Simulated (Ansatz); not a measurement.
## Electronic structure of C2H6NSi (charge +1) in real space

```xyz
10

C    -0.8219    1.4665   -1.2319
C    -0.3429    0.3599   -0.4517
N     0.0470   -0.5385    0.1823
Si    0.6614   -1.9604    1.1841
H    -1.5227    1.0985   -2.0120
H    -1.3521    2.1860   -0.5717
H     0.0359    1.9782   -1.7188
H    -0.1672   -3.0939    0.6847
H     0.3708   -1.5174    2.5769
H     2.1047   -2.0108    0.8173
```

Method: Ansatz, UKS PBE-D4/def2-SVP.

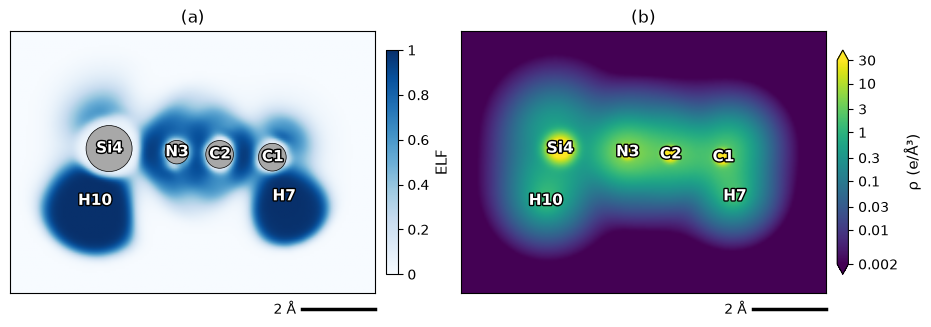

Figure 1. (a) ELF; (b) total electron density on the plane of atoms C2, C1 and H7. Grey discs cover the atomic cores in the ELF map.

Read the bonding off the picture.

Answer.
- The section cuts through C, N, Si and H sites.
- C–N (1.17 Å): ρ is about 3.3 e/Å³ halfway; the ELF peaks at about 0.85 between the atoms: a multiple bond.
- C–C (1.44 Å): ρ is about 1.8 e/Å³ halfway; the ELF peaks at about 0.95 between the atoms; a covalent bond.
- Si–N (1.84 Å): the density is about 0.77 e/Å³ at the midpoint; the ELF peaks at about 0.95 between the atoms, as expected for a shared but strongly polarised pair.
- C–H (1.11 Å): ρ is about 1.9 e/Å³ halfway; the ELF climbs to about 1 towards the hydrogen, as it does in any bond to H; an ordinary covalent bond to hydrogen.
- Si–H (1.49 Å): the density is about 0.81 e/Å³ at the midpoint; the ELF climbs to about 1 towards the hydrogen.

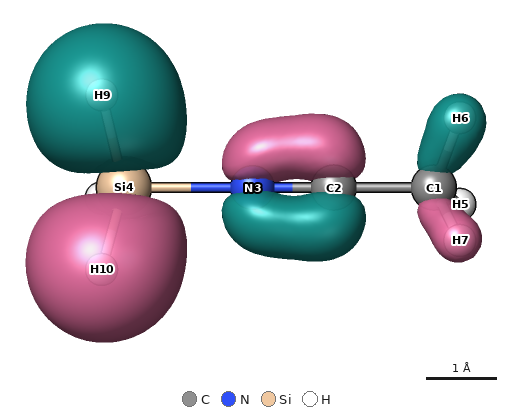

Figure 2. The HOMO at ±0.1 Å⁻³ᐟ² (teal and pink are the two phases), seen from one side.

Describe this orbital and give its energy.

Answer. Its weight (Hirshfeld) is mainly on Si4 (about 35 %), H9 (about 25 %), H10 (about 25 %) and N3 (about 5 %). It is one of a degenerate set, so its orientation is arbitrary. Its energy is −13.39 eV.

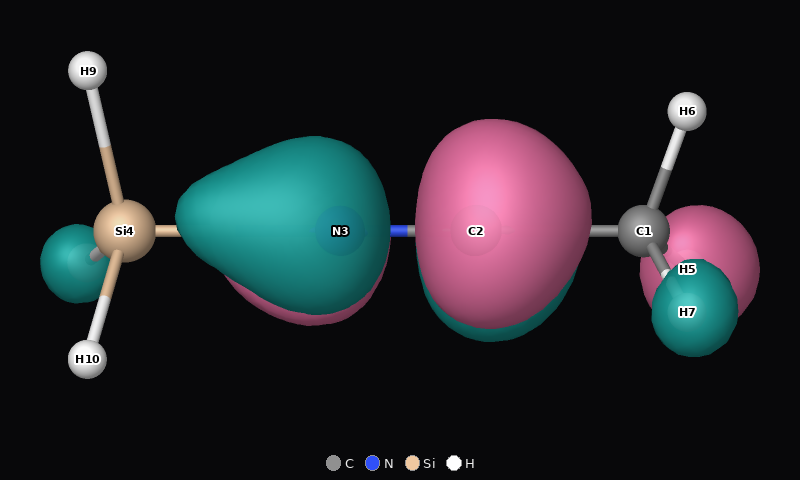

Figure 3. The LUMO at ±0.15 Å⁻³ᐟ² (teal and pink are the two phases), seen from one side.

What is the character of this orbital?

Answer. By Hirshfeld shares it lies mainly on C2 (about 40 %), N3 (about 30 %) and C1 (about 10 %); π-antibonding (π*) across C2–N3. It is one of a degenerate set, so its orientation is arbitrary. Its energy is −7.28 eV.
